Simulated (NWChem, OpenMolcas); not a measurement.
How basis sets differ on C2H6Zn (dimethylzinc)

C2H6Zn: 9 atoms, total charge 0, spin state singlet. SMILES: `[CH3][Zn][CH3]`. The shape is that of a PBE0-D4/def2-TZVP optimisation.

```xyz
9

C    -0.9343    1.3006   -1.0870
Zn    0.0101   -0.0050   -0.0020
C     0.9540   -1.3108    1.0832
H    -1.8069    0.8537   -1.5710
H    -0.2877    1.7032   -1.8714
H    -1.2834    2.1397   -0.4793
H     0.4673   -2.2887    1.0356
H     1.9855   -1.4349    0.7426
H     0.9839   -1.0040    2.1322
```

Each level gives the HOMO–LUMO gap (eV). The values are calculated.

```csv
level,kind,program,value (eV),CPU time
HF/ANO-R0 (sfX2C),Hartree–Fock,OpenMolcas,14.54,4.2 s
HF/ANO-RCC-MB (DKH2),Hartree–Fock,OpenMolcas,13.67,5.6 s
HF/STO-3G,Hartree–Fock,OpenMolcas,8.88,2.8 s
HF/3-21G,Hartree–Fock,NWChem,11.89,3.8 s
HF/ANO-S-VDZ,Hartree–Fock,OpenMolcas,12.75,4.8 s
HF/def2-SVP,Hartree–Fock,NWChem,12.30,16 s
HF/cc-pVDZ,Hartree–Fock,OpenMolcas,12.03,22 s
```

The values span 8.88 to 14.54 eV. A Hartree–Fock LUMO above zero doesn't converge with the basis: it sinks as sets grow more diffuse. Orbital gaps aren't excitation energies. Times are those of the runs behind each value, whatever else they computed, on shared processors of several kinds: orders of magnitude only.

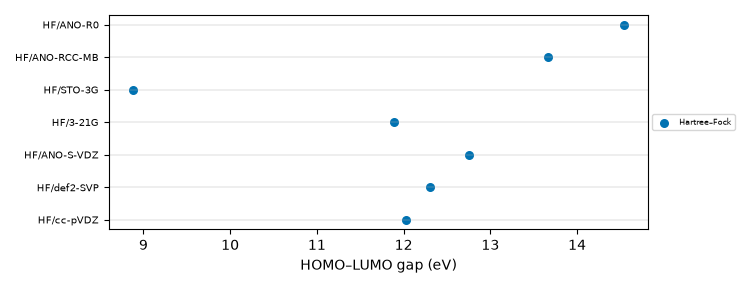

The values of the table, level by level.
